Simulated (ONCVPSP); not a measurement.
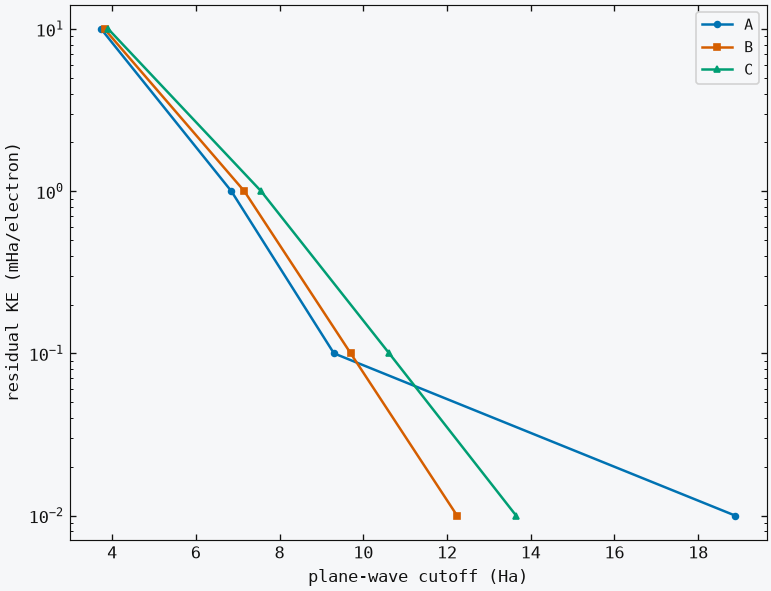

The residual kinetic energy of the 4p wave for 3 variants of one potential.

Base settings:

```
Element                 : potassium
Generator               : ONCVPSP 4.0.1
Type                    : optimised norm-conserving Vanderbilt (ONCV)
Functional              : PBE
Relativity              : scalar-relativistic
Frozen core             : [Ne]
Valence charge          : 9
Reference configuration : 3s2 3p6 4p1
Partial waves           : 3s: rc 1.70 bohr, ncon 4, nbas 7, qcut 7 1/bohr, 2 projectors, debl 2.7 Ha; 3p+4p: rc 2.00 bohr, ncon 4, nbas 7, qcut 5.7 1/bohr, 2 projectors; d scattering state at 0.04 Ha: rc 1.70 bohr, ncon 4, nbas 8, qcut 4.8 1/bohr, local
Local potential         : the d channel
Core correction         : Teter function, fcfact 2.5, rcfact 1.1
```

Question: The variants differ in the scale factor on all qcut: 0.73, 0.82, 1.00. Which curve belongs to which value?

Answer: A: 0.73; B: 0.82; C: 1.00.

Question: What did the other tests of these runs give?

Answer: A: loose cutoff 17 Ha; bound ghosts flagged none; largest test error -166 meV. B: loose cutoff 14 Ha; bound ghosts flagged none; largest test error -174 meV. C: loose cutoff 17 Ha; bound ghosts flagged s; largest test error -65 meV. The loose cutoff is the first of the cutoffs at which the residual kinetic energy of the hardest occupied pseudo-wave falls to 1 and 0.1 mHa per electron.
